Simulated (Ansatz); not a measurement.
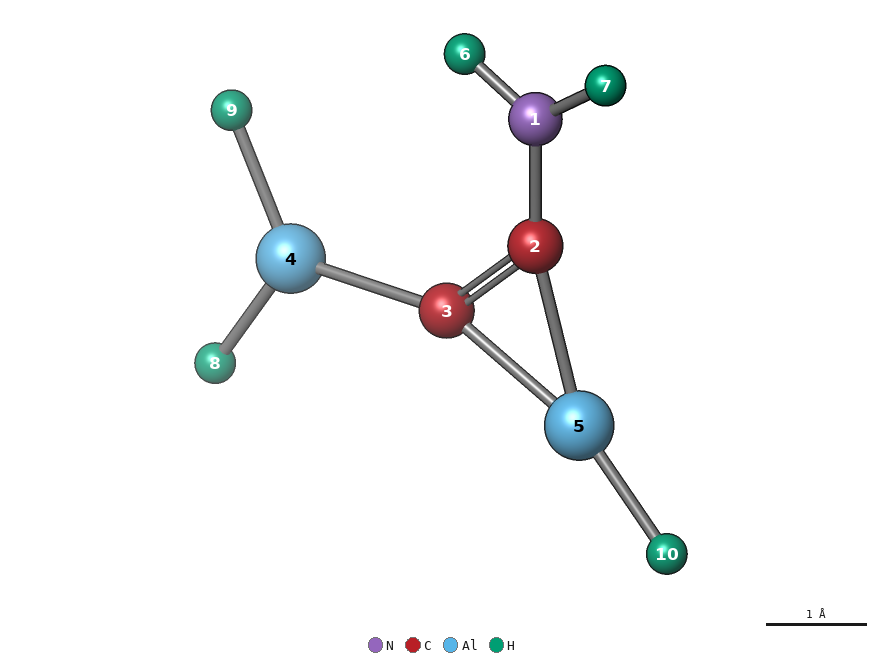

Orthographic view. Distant atoms are faded towards the background colour. Computed geometry: PBE0-D4/def2-TZVP optimisation.

List the bonded neighbours of every atom.

N1: C2, H6, H7
C2: N1, C3, Al5
C3: C2, Al4, Al5
Al4: C3, H8, H9
Al5: C2, C3, H10
H6: N1
H7: N1
H8: Al4
H9: Al4
H10: Al5
